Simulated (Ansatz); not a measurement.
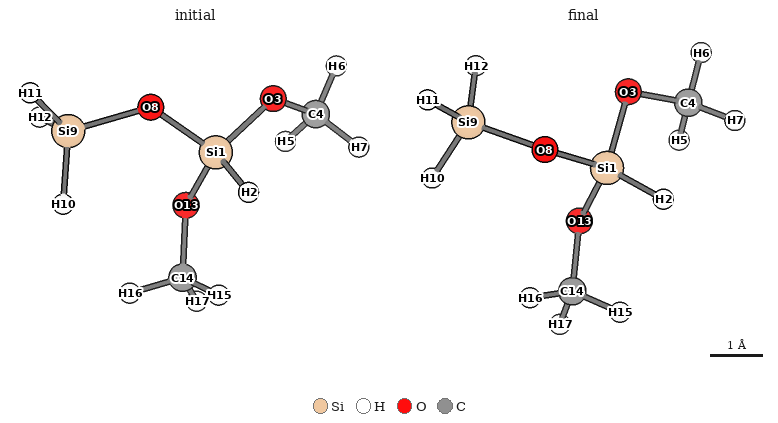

The structure of C₂H₁₀O₃Si₂ before (left) and after (right) a relaxation, at one scale.

The picture is a ball-and-stick view, seen at a tilt.

The run prepares the start of a later molecular dynamics calculation, from a guessed geometry.

Theory: RKS PBE-D4/STO-3G (Ansatz 0.2.0). (no spin polarisation; force threshold 0.02 eV/Å; at most 40 steps)

Summarise the run.

Over 22 geometry steps the energy falls by 16.9 kcal/mol. The largest force component goes from 2.6 to 0.0067 eV/Å. The atom that moves furthest after the best rigid fit is H12 (1.37 Å). Largest moves by element: H 1.37 Å, O 0.93 Å, C 0.40 Å, Si 0.35 Å. Among the contacts that change: Si1–O13 1.679 → 1.739 Å, Si1–O3 1.680 → 1.732 Å, O13–C14 1.420 → 1.469 Å, O8–Si9 1.680 → 1.724 Å. Bond angles that change, for instance: Si1–O3–C4 125.0° → 109.2°, Si1–O13–C14 125.0° → 109.6°, Si1–O8–Si9 125.0° → 115.2°. Groups turn about Si1–O8 by about 75°, Si1–O13 by about 35°, Si1–O3 by about 35°.

Limits of the set-up: STO-3G is a minimal basis, so the numbers are rough.
